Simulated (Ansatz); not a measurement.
# Br3H2NSi (SMILES N[Si](Br)(Br)Br): what the fields show

Input

```
crystal:
  periodic: [false, false, false]
  atoms:
    - {symbol: N, position_ang: [0.142483, 0.326817, 1.082039]}
    - {symbol: Si, position_ang: [-0.104374, -0.223577, -0.492560]}
    - {symbol: Br, position_ang: [0.526082, -2.330491, -0.577692]}
    - {symbol: Br, position_ang: [-2.243977, -0.000607, -0.957504]}
    - {symbol: Br, position_ang: [1.022832, 0.860586, -2.061775]}
    - {symbol: H, position_ang: [0.998374, 0.112784, 1.568360]}
    - {symbol: H, position_ang: [-0.280319, 1.186588, 1.393332]}
basis:
  gaussian: {orbitals: def2-TZVPP}
hamiltonian: {xc: pbe0, dispersion: d4}
output: {orbitals: {seedname: orbitals}}
```

Run with:

```sh
ansatz run in.yaml --threads 4 --pin off --events-out ev --progress --plain --max-ram 11315MiB
```

Geometry: PBE0-D4/def2-TZVP.

Computed with Ansatz 0.2.0, RKS PBE0-D4/def2-TZVPP.

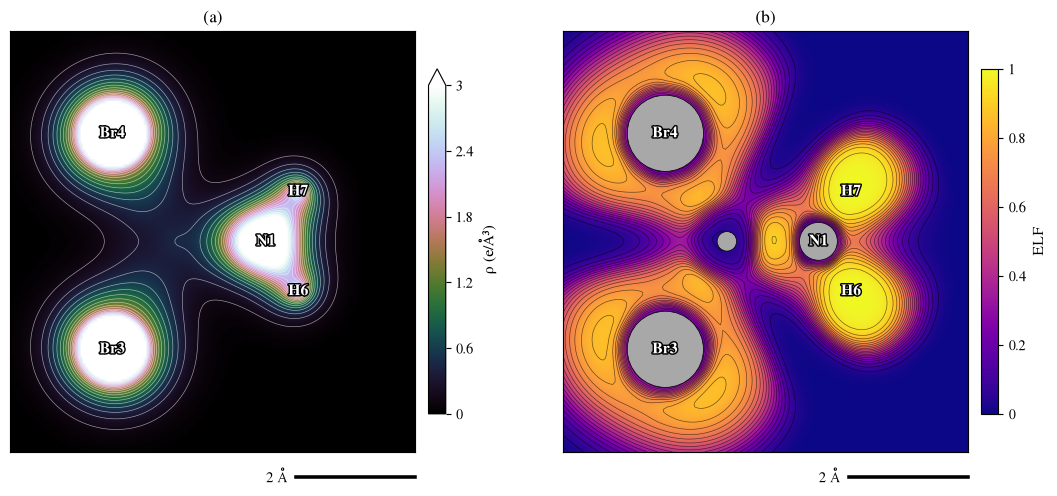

Figure 1. (a) total electron density; (b) ELF on the plane of atoms H6, N1 and H7. Grey discs cover the atomic cores in the ELF map.

### What do the fields say about this system?

The plane passes through N, Br and H nuclei.
N–H (1.01 Å): the density is about 2.9 e/Å³ at the midpoint; the ELF climbs to about 1 towards the hydrogen, as it does in any bond to H (an ordinary covalent bond to hydrogen).
The ELF also peaks beside Br3 and Br4, away from the bonds: lone-pair regions.

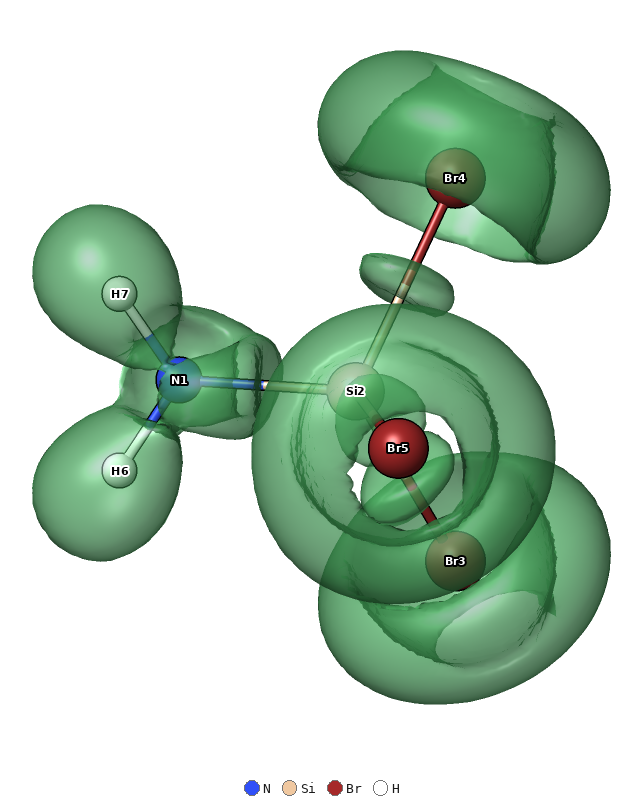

Figure 2. Isosurface of the ELF at 0.8 (green), seen at a tilt. Only the valence region is drawn (cores and ρ < 0.01 e/Å³ removed).

### Describe the localisation domains.

The surface consists of three regions between bonded Br–Si atoms (shared pairs), three rings or bowls of non-bonding electrons around Br and one joined region spread over several atoms (H, N), in which their bonds and any lone pairs are merged. Profiles from the grid: Si–N (1.69 Å): the ELF peaks at about 0.90 between the atoms; a shared but strongly polarised pair. Si–Br (2.20 Å): the ELF peaks at about 0.85 between the atoms; a shared but strongly polarised pair.

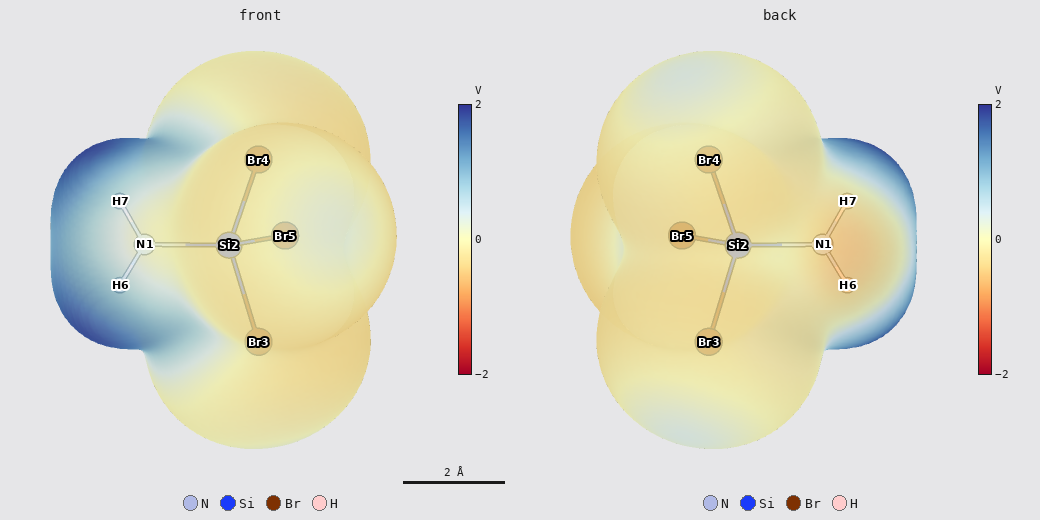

Figure 3. The electrostatic potential painted on the density surface at 0.001 e/bohr³, seen from the front and from behind; the colour scale runs from red (negative) to blue (positive).

### Which sites attract a positive test charge, and which a negative one?

A positive charge is drawn to the negative regions and a negative charge to the positive ones. The most negative region (about −0.6 V) lies over N1, the most positive (about +1.8 V) over H6 and H7. Br3 shows a σ-hole: about +0.4 V at the tip opposite its bond, against about −0.2 V on its flanks. Br4 shows a σ-hole: about +0.4 V at the tip opposite its bond, against about −0.2 V on its flanks. Br5 shows a σ-hole: about +0.3 V at the tip opposite its bond, against about −0.3 V on its flanks.

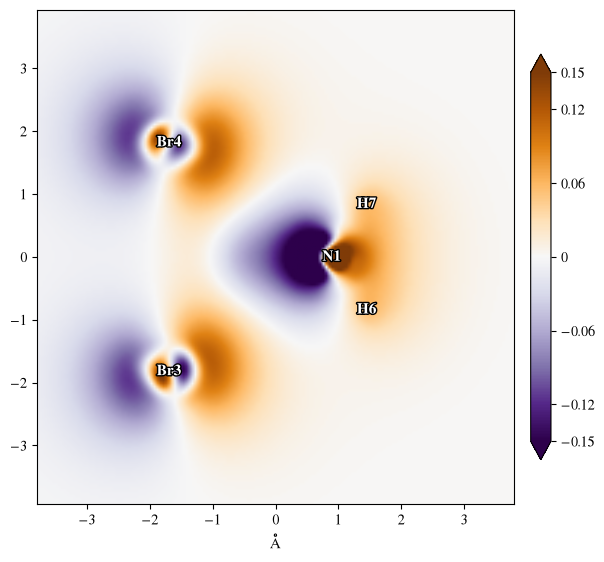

Figure 4. The HOMO on the plane of atoms H6, N1 and H7 (values in Å⁻³ᐟ²; the overall sign is arbitrary).

### Where does this orbital lie, and at what energy?

By Hirshfeld shares it lies mainly on N1 (about 35 %), Br5 (about 35 %), Br3 (about 10 %) and Br4 (about 10 %); largely a combination of lone pairs on N1, Br5, Br3 and Br4. Its energy is −8.13 eV.
